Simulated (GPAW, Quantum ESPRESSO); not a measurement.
Consider ZnNi (Pm-3m).

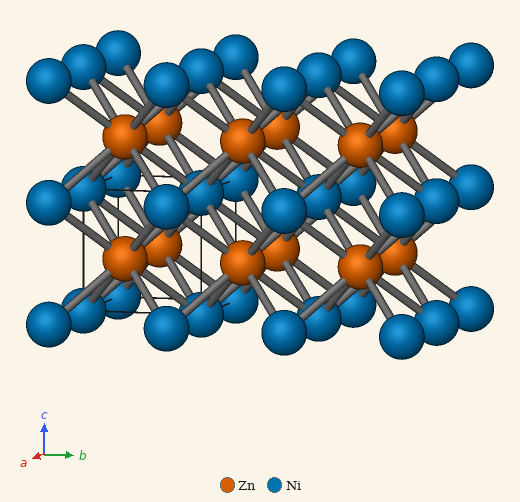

The structure (zinc orange, nickel blue). 2×3×2 cells are drawn. Some periodic images of atoms are drawn too.

```cif
data_structure
_symmetry_space_group_name_H-M 'P 1'
_symmetry_Int_Tables_number 1
_cell_length_a 2.9083
_cell_length_b 2.9083
_cell_length_c 2.9083
_cell_angle_alpha 90.000
_cell_angle_beta 90.000
_cell_angle_gamma 90.000
_cell_volume 24.60
loop_
_atom_site_label
_atom_site_type_symbol
_atom_site_fract_x
_atom_site_fract_y
_atom_site_fract_z
_atom_site_occupancy
Zn1 Zn 0.50000 0.50000 0.50000 1
Ni2 Ni 0.00000 0.00000 0.00000 1
```

Absorber: atom 2, with 8 Zn at 2.52 Å and 6 Ni at 2.91 Å (cube and octahedron, as in bcc, site symmetry m-3m). Method: Quantum ESPRESSO XSpectra, LDA, excited-electron core hole (neutral cell), 16-atom cell with 5.8 Å between holes, 4×4×4 k points, dipole transitions, Lorentzian half width 0.72 eV.

The database entry behind the starting cell is an old determination (1936), so it need not match the best structure at ambient conditions.

Question: Predict the near-edge structure at the Ni K edge.

Main maxima up to 30 eV above the zero (height): 16.7 eV (1.96) and 25.8 eV (1.43). A K edge sees empty p states, which here mix into the lowest empty bands, so that weight starts at the zero. The total-energy difference is 8343.80 eV. One term is added: -28.76 eV, since the hole is spin-paired here and a spin-polarised one costs that much less in the free atom (computed apart). The photon energy is then 8315.04 eV. The tabulated edge of the element is 8333 eV. The functional leaves an error in such absolute values: in the free atom LDA prices this hole 17.6 eV below PBE (computed apart), and PBE is itself good to a few eV.

The Ni K spectrum (energy from the energy zero of the input (xe0, at the border of filled and empty states); intensity scaled to a mean of 1 over the first 20 eV; the points at xe0, where the cut of filled states can leave a spike, are interpolated):

```
E (eV)  intensity
  -2.0       0.07
  -0.5       0.16
   1.0       0.39
   2.5       0.43
   4.0       0.49
   5.5       0.74
   7.0       0.84
   8.5       0.92
  10.0       0.99
  11.5       1.02
  13.0       1.23
  14.5       1.33
  16.0       1.82
  17.5       1.64
  19.0       1.35
  20.5       1.10
  22.0       0.94
  23.5       0.99
  25.0       1.19
  26.5       1.34
  28.0       1.25
  29.5       1.12
  31.0       1.40
```

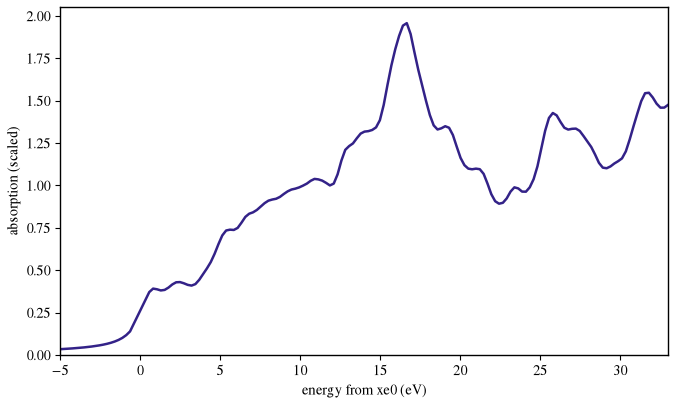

The Ni K edge.

XSpectra leaves a spike where filled states are cut (about half a line width round xe0); it is interpolated away in tables and plots. Quadrupole 1s→3d transitions, which feed the pre-edge, are not in the dipole spectrum. The starting moments shrank to 0.00 μB or less, so this is hardly a magnetic state. The holes are only 5.8 Å apart, so the shape is probably not converged with cell size; no larger cell was run here. Lifetime broadening is put in by hand, and intensities beyond about 20 eV depend on it and on the partial waves. The structure is a published determination, not relaxed.

[Banner, clock and machine lines of the logs are left out without a mark of their own.]

[Logs are printed without paths, hosts, clocks, repeated set-up lines and the standing remarks that a program may print on its own settings, such as how far it seeks lower states.]

[Hosts, paths, dates, database ids (printed as entryN), source tags and the programs' standing remarks are cut or masked in the printed files.]

[Lists of maxima count a maximum above −3 eV only where it reaches 4 % of the highest in the window and stands out from its surroundings by 2 % of it (1.5 % where it reaches 55 %); shoulders and weaker maxima are passed over, and of the rest the first, up to two pre-edge ones and the few strongest are named.]
